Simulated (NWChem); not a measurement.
**the pair CHCl2F···SiHClO, step by step**

We compute a single-point energy (singlet CH2Cl3FOSi, HF/pcseg-1), then a single-point energy (singlet CHCl2F, HF/pcseg-1), then the energy (singlet SiHClO, HF/pcseg-1), then the energy (singlet CHCl2F, HF/pcseg-1), then a single-point energy (singlet SiHClO, HF/pcseg-1) of CH2Cl3FOSi and its partners. 

Program for the calculation: NWChem 7.3.0.

**1. The system as given**

CH2Cl3FOSi: 9 atoms, total charge 0, spin state singlet. The two molecules were placed rigidly side by side, at 0.85 times their contact distance; the pair isn't optimised.

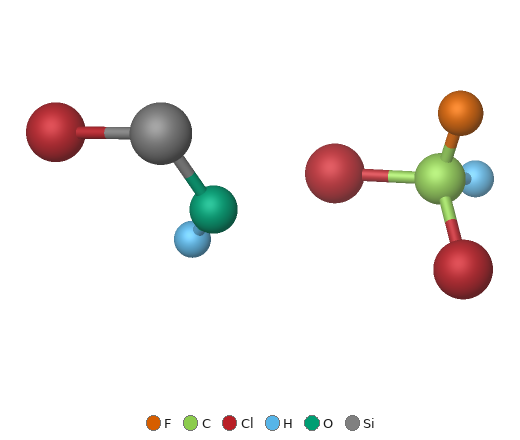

The structure, seen from a chosen angle (fluorine orange, carbon green, chlorine red, hydrogen blue, oxygen teal, silicon grey).

**2. A single-point energy at HF/pcseg-1 (run 1)**

Contents of mymol.nw:

```
echo
start mymol
memory 2200 mb

geometry units au noautosym nocenter noautoz
F   -1.13493172   0.27824327   2.34084155
C   -0.00676522   0.21569334   0.07373711
Cl   2.73995170  -1.64795456   0.25552877
Cl  -2.13610862  -0.96462960  -2.18977684
H    0.53785385   2.11864755  -0.48033059
O   -3.27500876  -6.09888320  -2.44252771
Si  -6.02327526  -7.06547811  -1.40382085
Cl  -8.15239189  -7.13150514  -4.77550799
H   -3.03352066  -5.74064782  -4.20996965
end

basis spherical bse
F library pcseg-1
C library pcseg-1
Cl library pcseg-1
H library pcseg-1
O library pcseg-1
Si library pcseg-1
end

scf
thresh 1e-08
maxiter 80
print low
end

task scf energy
```

On the command line:

```bash
$ nwchem mymol.nw > mymol.out
```

The log of the run:

```text
[...]
  functions       =   124
[...]
  wavefunction    = RHF
[...]
         Total SCF energy =  -1880.609086847929
      One-electron energy =  -3726.684561271218
      Two-electron energy =   1281.909787950640
 Nuclear repulsion energy =    564.165686472648
        Time for solution =     26.8s
 Task  times  cpu:       27.5s     wall:       27.5s
[...]
```

Wall time 28 s (1 thread of Intel Xeon Platinum 8488C (Sapphire Rapids), shared host); peak memory 0.099 GiB.

**3. CHCl2F: the energy at HF/pcseg-1 (run 2)**

Contents of work.nw:

```
start work
title "CHCl2F"
memory total 2200 mb

geometry units bohr noautosym nocenter noautoz
 F  -1.13493172  0.27824327  2.34084155
 C  -0.00676522  0.21569334  0.07373711
 Cl  2.73995170 -1.64795456  0.25552877
 Cl -2.13610862 -0.96462960 -2.18977684
 H   0.53785385  2.11864755 -0.48033059
end

basis spherical bse
 * library pcseg-1
end

scf
 thresh 1e-08
 maxiter 80
 print low
end

task scf energy
```

On the command line:

```bash
$ nwchem work.nw > work.out
```

The log of the run:

```text
[...]
  functions       =    69
[...]
  wavefunction    = RHF
[...]
         Total SCF energy =  -1056.755915089363
      One-electron energy =  -1882.926570755483
      Two-electron energy =    614.216395155096
 Nuclear repulsion energy =    211.954260511024
        Time for solution =      7.7s
 Task  times  cpu:        7.9s     wall:        7.9s
[...]
```

Wall time 8.7 s (1 thread of Intel Xeon Platinum 8488C (Sapphire Rapids), shared host); peak memory 0.098 GiB.

**4. SiHClO: a single-point energy at HF/pcseg-1 (run 3)**

Contents of job.nw:

```
start job
memory 2200 mb
charge 0

geometry units angstroms noautosym nocenter noautoz
   O     -1.733060    -3.227390    -1.292530
   Si    -3.187380    -3.738890    -0.742870
   Cl    -4.314060    -3.773830    -2.527090
   H     -1.605270    -3.037820    -2.227820
end

basis spherical bse
   * library pcseg-1
end

scf
   singlet
   rhf
   thresh 1e-08
   maxiter 80
   print low
end

task scf energy
```

On the command line:

```bash
$ nwchem job.nw > job.out
```

The log of the run:

```text
[...]
  functions       =    55
[...]
  wavefunction    = RHF
[...]
         Total SCF energy =   -823.862513251258
      One-electron energy =  -1402.071355826065
      Two-electron energy =    446.780888452131
 Nuclear repulsion energy =    131.427954122676
        Time for solution =      5.0s
 Task  times  cpu:        5.2s     wall:        5.2s
[...]
```

Run time: 6 s. Hardware: 1 thread of Intel Xeon Platinum 8488C (Sapphire Rapids), shared host; peak memory 0.098 GiB.

**5. CHCl2F among ghost functions: a single-point energy at HF/pcseg-1 (with ghost functions) (run 4)**

Contents of calc.nw:

```
start calc
memory total 2200 mb
geometry noautosym nocenter noautoz
 F     -0.600580     0.147240     1.238720
 C     -0.003580     0.114140     0.039020
 Cl     1.449920    -0.872060     0.135220
 Cl    -1.130380    -0.510460    -1.158780
 H      0.284620     1.121140    -0.254180
 bqO     -1.733060    -3.227390    -1.292530
 bqSi    -3.187380    -3.738890    -0.742870
 bqCl    -4.314060    -3.773830    -2.527090
 bqH     -1.605270    -3.037820    -2.227820
end
basis spherical bse
 F library pcseg-1
 C library pcseg-1
 Cl library pcseg-1
 H library pcseg-1
 bqO library O pcseg-1
 bqSi library Si pcseg-1
 bqCl library Cl pcseg-1
 bqH library H pcseg-1
end
scf
 thresh 1e-08
 maxiter 80
 print low
end
task scf
```

On the command line:

```bash
$ nwchem calc.nw > calc.out
```

The log of the run:

```text
[...]
  functions       =   124
[...]
  wavefunction    = RHF
[...]
         Total SCF energy =  -1056.756272386049
      One-electron energy =  -1882.930509312050
      Two-electron energy =    614.219961049301
 Nuclear repulsion energy =    211.954275876699
        Time for solution =     25.4s
 Task  times  cpu:       25.8s     wall:       25.8s
[...]
```

Run time: 26 s. Hardware: 1 thread of Intel Xeon Platinum 8488C (Sapphire Rapids), shared host; peak memory 0.099 GiB.

**6. SiHClO among ghost functions: a single-point energy at HF/pcseg-1 (with ghost functions) (run 5)**

Contents of clhosi.nw:

```
start clhosi
title "ClHOSi"
memory stack 880 mb heap 220 mb global 1100 mb
geometry units au noautosym nocenter noautoz
  O  -3.27500876 -6.09888320 -2.44252771
  Si -6.02327526 -7.06547811 -1.40382085
  Cl -8.15239189 -7.13150514 -4.77550799
  H  -3.03352066 -5.74064782 -4.20996965
  bqF     -1.134932     0.278243     2.340842
  bqC     -0.006765     0.215693     0.073737
  bqCl     2.739952    -1.647955     0.255529
  bqCl    -2.136109    -0.964630    -2.189777
  bqH      0.537854     2.118648    -0.480331
end
basis spherical bse
  O library pcseg-1
  Si library pcseg-1
  Cl library pcseg-1
  H library pcseg-1
  bqF library F pcseg-1
  bqC library C pcseg-1
  bqCl library Cl pcseg-1
  bqH library H pcseg-1
end
scf
  thresh 1e-08
  maxiter 80
  noprint "final vectors analysis"
end
task scf
```

On the command line:

```bash
$ nwchem clhosi.nw > clhosi.out
```

The log of the run:

```text
[...]
  functions       =   124
[...]
  wavefunction    = RHF
[...]
         Total SCF energy =   -823.863236006687
      One-electron energy =  -1402.061143200978
      Two-electron energy =    446.769962439532
 Nuclear repulsion energy =    131.427944754759
        Time for solution =     23.4s
[...]
```

It took 25 s on 1 thread of Intel Xeon Platinum 8488C (Sapphire Rapids), shared host; peak memory 0.1 GiB.

**7. Outcome**

```
                                                                                                                    quantity           value
                                                                                             run 1, HF/pcseg-1: total energy  -1880.60909 Eh
                                                                                                        CHCl2F: total energy  -1056.75592 Eh
                                                                                                        SiHClO: total energy   -823.86251 Eh
                                                                                  CHCl2F among ghost functions: total energy  -1056.75627 Eh
                                                                                  SiHClO among ghost functions: total energy   -823.86324 Eh
                                                                                 SiHClO among ghost functions: dipole moment          1.01 D
              interaction energy of the rigid parts CHCl2F and SiHClO (parts in their own basis; closest atoms 2.78 Å apart)        0.254 eV
interaction energy of the rigid parts CHCl2F and SiHClO (parts in the whole basis, counterpoise; closest atoms 2.78 Å apart)        0.284 eV
```

In words: The interaction energy of the rigid parts CHCl2F and SiHClO (parts in their own basis; closest atoms 2.78 Å apart) is 0.25 eV (24.5 kJ/mol): the parts repel at this shape. Without counterpoise this holds the superposition error of the basis. The interaction energy of the rigid parts CHCl2F and SiHClO (parts in the whole basis, counterpoise; closest atoms 2.78 Å apart) is 0.28 eV (27.4 kJ/mol): the parts repel at this shape. The basis-set superposition error is 2.8 kJ/mol.
